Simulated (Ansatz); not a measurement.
Geometry relaxation of CH4AlBO2 (part 1 of 2)

CH4AlBO2, computed with RKS PBE-D4/def2-SVP (Ansatz 0.2.0).

The geometry: force-field start. Figures and captions count atoms from 1; the log counts them from 0 in places.

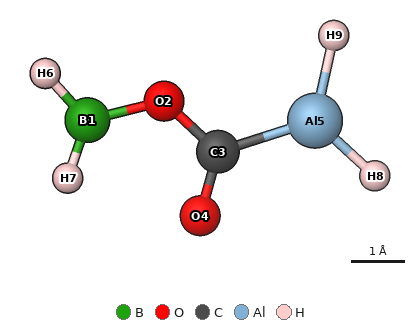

Figure 1. The starting structure (ball-and-stick view, seen on its broad side; atoms are numbered from 1 in the order of the input). Sticks mark near contacts. Bond lengths as drawn: Al–C 1.94 Å, Al–H 1.56 to 1.66 Å, B–H 1.16 to 1.21 Å, B–O 1.50 Å and C–O 1.27 to 1.41 Å.

The input
```yaml
crystal:
  periodic: [false, false, false]
  atoms:
    - {symbol: B, position_ang: [1.474800, 1.343200, -0.854800]}
    - {symbol: O, position_ang: [0.444200, 0.774900, 0.075900]}
    - {symbol: C, position_ang: [-0.225400, -0.440400, -0.171900]}
    - {symbol: O, position_ang: [0.099700, -1.099700, -1.208200]}
    - {symbol: Al, position_ang: [-1.459200, -1.135900, 1.155800]}
    - {symbol: H, position_ang: [1.928000, 2.439100, -0.601200]}
    - {symbol: H, position_ang: [1.736300, 0.853400, -1.877000]}
    - {symbol: H, position_ang: [-2.165100, -2.503400, 0.917700]}
    - {symbol: H, position_ang: [-1.744900, -0.277500, 2.546500]}
basis:
  gaussian: {orbitals: def2-SVP}
hamiltonian: {xc: pbe, dispersion: d4}
relax: {f_tol: 0.03, max_steps: 200}
```

Command:
```bash
ansatz run in.yaml --threads 2 --pin off --events-out ev --progress --plain --max-ram 4352MiB
```

Log
```
Functional definition: PBE
  name "PBE"
  cite "Perdew, Burke & Ernzerhof, Phys. Rev. Lett. 77, 3865 (1996) doi:10.1103/PhysRevLett.77.3865"
  parent pbe
  parameter kappa = 0.804
  parameter beta = 0.06672455060314922
  exchange = pbe_x(kappa = kappa, mu = beta*pi^2/3)
  correlation = pbe_c(beta = beta)
1023 factors; their error is unknown
mean field evaluation 1: about -12446.3593 eV, gradient 5.0e1 eV
mean field evaluation 2: about -12377.7858 eV, gradient 1.5e2 eV
mean field evaluation 4: about -12450.9107 eV, gradient 1.9e1 eV
mean field evaluation 8: about -12451.6688 eV, gradient 2.0e-1 eV
mean field evaluation 16: about -12451.6227 eV, gradient 2.5e-4 eV
mean field -12451.62271334 eV, -457.5886947022 hartree, gradient 3.7e-5 eV, S^2 0.000000; 0 other end points of the search recorded, 0 dependent functions left out
the calculation of the forces begins
reference -12451.62275756 eV, -457.5886963273 hartree; 22, 22 occupied and 72, 72 virtual orbitals, 1023 factors
relax step   1: F+E_penalty+E_count = -12451.78143310 eV  Δ(F+E_penalty+E_count) = +0.000e0 eV  max|allowed force component| = 4.036e0 eV/Å  Δτ_max = 0.0000 Å  (28 SCF iters, accepted)
these checks for a lower state are left out or cut short: starts, cluster_reference, orbital_swaps, neighbouring_geometries, increment
1023 factors; their error is unknown
mean field -12451.82134852 eV, -457.5959944104 hartree, gradient 9.6e-6 eV, S^2 0.000000; 0 other end points of the search recorded, 0 dependent functions left out
[... from here on the field's lines of each further geometry are left out, up to the last ...]
relax step   2: F+E_penalty+E_count = -12451.98119398 eV  Δ(F+E_penalty+E_count) = -1.998e-1 eV  max|allowed force component| = 2.604e0 eV/Å  Δτ_max = 0.1876 Å  (34 SCF iters, accepted)
relax step   3: F+E_penalty+E_count = -12452.22273331 eV  Δ(F+E_penalty+E_count) = -2.415e-1 eV  max|allowed force component| = 1.193e0 eV/Å  Δτ_max = 0.1998 Å  (35 SCF iters, accepted)
relax step   4: F+E_penalty+E_count = -12452.25693982 eV  Δ(F+E_penalty+E_count) = -3.421e-2 eV  max|allowed force component| = 1.056e0 eV/Å  Δτ_max = 0.1036 Å  (31 SCF iters, accepted)
relax step   5: F+E_penalty+E_count = -12452.30001599 eV  Δ(F+E_penalty+E_count) = -4.308e-2 eV  max|allowed force component| = 2.436e-1 eV/Å  Δτ_max = 0.0654 Å  (30 SCF iters, accepted)
relax step   6: F+E_penalty+E_count = -12452.30520612 eV  Δ(F+E_penalty+E_count) = -5.190e-3 eV  max|allowed force component| = 9.085e-2 eV/Å  Δτ_max = 0.0289 Å  (30 SCF iters, accepted)
relax step   7: F+E_penalty+E_count = -12452.30992021 eV  Δ(F+E_penalty+E_count) = -4.714e-3 eV  max|allowed force component| = 1.487e-1 eV/Å  Δτ_max = 0.1688 Å  (30 SCF iters, accepted)
relax step   8: F+E_penalty+E_count = -12452.31325548 eV  Δ(F+E_penalty+E_count) = -3.335e-3 eV  max|allowed force component| = 4.413e-1 eV/Å  Δτ_max = 0.1951 Å  (30 SCF iters, accepted)
relax step   9: F+E_penalty+E_count = -12452.32112677 eV  Δ(F+E_penalty+E_count) = -7.871e-3 eV  max|allowed force component| = 1.777e-1 eV/Å  Δτ_max = 0.0421 Å  (30 SCF iters, accepted)
relax step  10: F+E_penalty+E_count = -12452.33305952 eV  Δ(F+E_penalty+E_count) = -1.193e-2 eV  max|allowed force component| = 4.600e-1 eV/Å  Δτ_max = 0.2000 Å  (30 SCF iters, accepted)
relax step  11: F+E_penalty+E_count = -12452.34763317 eV  Δ(F+E_penalty+E_count) = -1.457e-2 eV  max|allowed force component| = 2.917e-1 eV/Å  Δτ_max = 0.1950 Å  (30 SCF iters, accepted)
relax step  12: F+E_penalty+E_count = -12452.35224977 eV  Δ(F+E_penalty+E_count) = -4.617e-3 eV  max|allowed force component| = 8.428e-1 eV/Å  Δτ_max = 0.1954 Å  (29 SCF iters, accepted)
relax step  13: F+E_penalty+E_count = -12452.37834049 eV  Δ(F+E_penalty+E_count) = -2.609e-2 eV  max|allowed force component| = 1.474e-1 eV/Å  Δτ_max = 0.2000 Å  (35 SCF iters, accepted)
relax step  14: F+E_penalty+E_count = -12452.38457663 eV  Δ(F+E_penalty+E_count) = -6.236e-3 eV  max|allowed force component| = 1.028e-1 eV/Å  Δτ_max = 0.0609 Å  (28 SCF iters, accepted)
relax step  15: F+E_penalty+E_count = -12452.39092663 eV  Δ(F+E_penalty+E_count) = -6.350e-3 eV  max|allowed force component| = 2.634e-1 eV/Å  Δτ_max = 0.1636 Å  (30 SCF iters, accepted)
relax step  16: F+E_penalty+E_count = -12452.37604711 eV  Δ(F+E_penalty+E_count) = +1.488e-2 eV  max|allowed force component| = 4.842e-1 eV/Å  Δτ_max = 0.1641 Å  (30 SCF iters, rejected (line search))
relax step  17: F+E_penalty+E_count = -12452.39594109 eV  Δ(F+E_penalty+E_count) = -5.014e-3 eV  max|allowed force component| = 2.003e-1 eV/Å  Δτ_max = 0.0820 Å  (29 SCF iters, accepted)
relax step  18: F+E_penalty+E_count = -12452.39894941 eV  Δ(F+E_penalty+E_count) = -3.008e-3 eV  max|allowed force component| = 1.666e-1 eV/Å  Δτ_max = 0.0999 Å  (29 SCF iters, accepted)
relax step  19: F+E_penalty+E_count = -12452.40151287 eV  Δ(F+E_penalty+E_count) = -2.563e-3 eV  max|allowed force component| = 6.456e-2 eV/Å  Δτ_max = 0.0187 Å  (31 SCF iters, accepted)
relax step  20: F+E_penalty+E_count = -12452.40216160 eV  Δ(F+E_penalty+E_count) = -6.487e-4 eV  max|allowed force component| = 8.997e-2 eV/Å  Δτ_max = 0.0370 Å  (30 SCF iters, accepted)
relax step  21: F+E_penalty+E_count = -12452.40316099 eV  Δ(F+E_penalty+E_count) = -9.994e-4 eV  max|allowed force component| = 5.727e-2 eV/Å  Δτ_max = 0.0482 Å  (30 SCF iters, accepted)
relax step  22: F+E_penalty+E_count = -12452.40391769 eV  Δ(F+E_penalty+E_count) = -7.567e-4 eV  max|allowed force component| = 5.387e-2 eV/Å  Δτ_max = 0.0339 Å  (30 SCF iters, accepted)
relax step  23: F+E_penalty+E_count = -12452.40487869 eV  Δ(F+E_penalty+E_count) = -9.610e-4 eV  max|allowed force component| = 5.489e-2 eV/Å  Δτ_max = 0.0391 Å  (30 SCF iters, accepted)
relax step  24: F+E_penalty+E_count = -12452.40584208 eV  Δ(F+E_penalty+E_count) = -9.634e-4 eV  max|allowed force component| = 4.224e-2 eV/Å  Δτ_max = 0.0501 Å  (28 SCF iters, accepted)
relax step  25: F+E_penalty+E_count = -12452.40647569 eV  Δ(F+E_penalty+E_count) = -6.336e-4 eV  max|allowed force component| = 3.831e-2 eV/Å  Δτ_max = 0.0333 Å  (30 SCF iters, accepted)
relax step  26: F+E_penalty+E_count = -12452.40765722 eV  Δ(F+E_penalty+E_count) = -1.182e-3 eV  max|allowed force component| = 2.992e-2 eV/Å  Δτ_max = 0.0581 Å  (28 SCF iters, accepted)
relax step  27: F+E_penalty+E_count = -12452.41149137 eV  Δ(F+E_penalty+E_count) = -3.834e-3 eV  max|allowed force component| = 2.585e-1 eV/Å  Δτ_max = 0.1337 Å  (31 SCF iters, accepted)
relax step  28: F+E_penalty+E_count = -12452.42056782 eV  Δ(F+E_penalty+E_count) = -9.076e-3 eV  max|allowed force component| = 3.431e-1 eV/Å  Δτ_max = 0.1075 Å  (29 SCF iters, accepted)
relax step  29: F+E_penalty+E_count = -12452.45834114 eV  Δ(F+E_penalty+E_count) = -3.777e-2 eV  max|allowed force component| = 8.849e-1 eV/Å  Δτ_max = 0.1954 Å  (35 SCF iters, accepted)
relax step  30: F+E_penalty+E_count = -12452.50228177 eV  Δ(F+E_penalty+E_count) = -4.394e-2 eV  max|allowed force component| = 1.025e0 eV/Å  Δτ_max = 0.1932 Å  (35 SCF iters, accepted)
relax step  31: F+E_penalty+E_count = -12452.52239527 eV  Δ(F+E_penalty+E_count) = -2.011e-2 eV  max|allowed force component| = 4.154e-1 eV/Å  Δτ_max = 0.0691 Å  (29 SCF iters, accepted)
relax step  32: F+E_penalty+E_count = -12452.53386096 eV  Δ(F+E_penalty+E_count) = -1.147e-2 eV  max|allowed force component| = 2.988e-1 eV/Å  Δτ_max = 0.0657 Å  (29 SCF iters, accepted)
relax step  33: F+E_penalty+E_count = -12452.53794951 eV  Δ(F+E_penalty+E_count) = -4.089e-3 eV  max|allowed force component| = 6.692e-2 eV/Å  Δτ_max = 0.0326 Å  (29 SCF iters, accepted)
relax step  34: F+E_penalty+E_count = -12452.53833172 eV  Δ(F+E_penalty+E_count) = -3.822e-4 eV  max|allowed force component| = 9.539e-2 eV/Å  Δτ_max = 0.0307 Å  (29 SCF iters, accepted)
relax step  35: F+E_penalty+E_count = -12452.53759587 eV  Δ(F+E_penalty+E_count) = +7.359e-4 eV  max|allowed force component| = 1.507e-1 eV/Å  Δτ_max = 0.0286 Å  (30 SCF iters, rejected (line search))
relax step  36: F+E_penalty+E_count = -12452.53921861 eV  Δ(F+E_penalty+E_count) = -8.869e-4 eV  max|allowed force component| = 3.183e-2 eV/Å  Δτ_max = 0.0139 Å  (29 SCF iters, accepted)
relax step  37: F+E_penalty+E_count = -12452.53951162 eV  Δ(F+E_penalty+E_count) = -2.930e-4 eV  max|allowed force component| = 3.177e-2 eV/Å  Δτ_max = 0.0213 Å  (30 SCF iters, accepted)
the calculation of the forces begins
reference -12452.37944598 eV, -457.6165041139 hartree; 22, 22 occupied and 72, 72 virtual orbitals, 1023 factors
relax step  38: F+E_penalty+E_count = -12452.53969012 eV  Δ(F+E_penalty+E_count) = -1.785e-4 eV  max|allowed force component| = 2.706e-2 eV/Å  Δτ_max = 0.0159 Å  (29 SCF iters, accepted)
1023 factors; their error is unknown
mean field evaluation 288: about -12452.0230 eV, gradient 1.5e1 eV
```

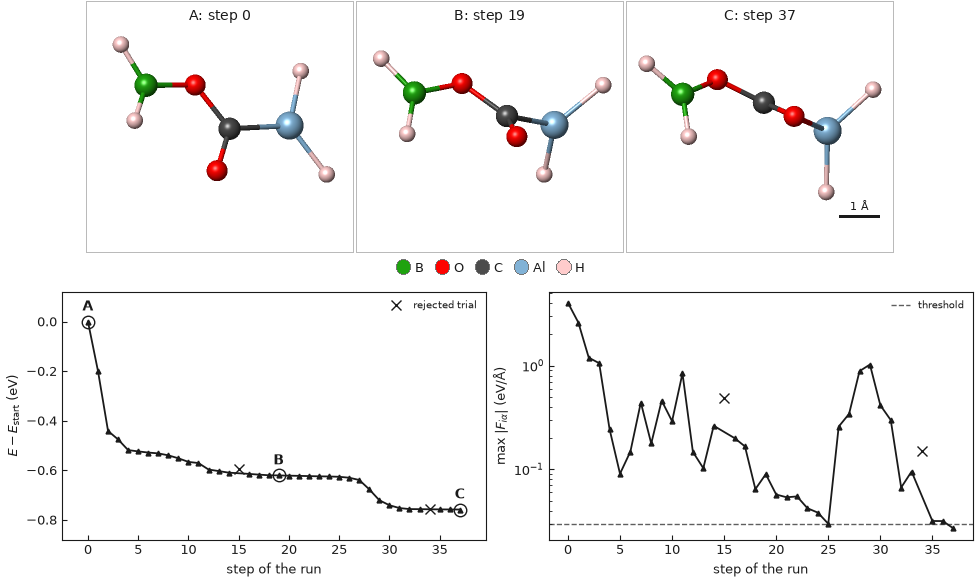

Figure 2. Frames of the relaxation (ball-and-stick view, seen at a tilt) above the curves, on which the letters mark them (the first geometry is step 0 here and step 1 in the log).

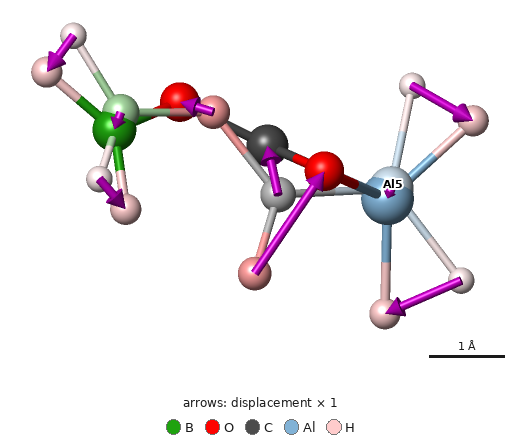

Figure 3. Start (faint) and end (solid) with the displacements as pink arrows, at true length (ball-and-stick view, seen at a tilt). The two geometries are laid on each other by the best rigid fit. The energy falls by 0.758 eV in 37 geometry steps. The largest force component goes from 4 to 0.027 eV/Å. The line search rejected the trial steps at points 15, 34 (counted from 0) and went back. The largest move after the best rigid fit is that of O4, 1.66 Å. By element the largest moves are O 1.66 Å, H 1.13 Å, C 0.74 Å, B 0.25 Å, Al 0.15 Å. Among the contacts that change: O4–Al5 2.832 → 2.032 Å, B1–O2 1.500 → 1.383 Å, O2–C3 1.410 → 1.340 Å, Al5–H9 1.659 → 1.590 Å. New bonds form: O4–Al5 (2.83 → 2.03 Å). Among the angles that change: O4–C3–Al5 122.3° → 74.5°, O2–C3–Al5 119.4° → 165.5°, H8–Al5–H9 120.3° → 126.9°. (Atoms are counted from 1 in the order of the input.)
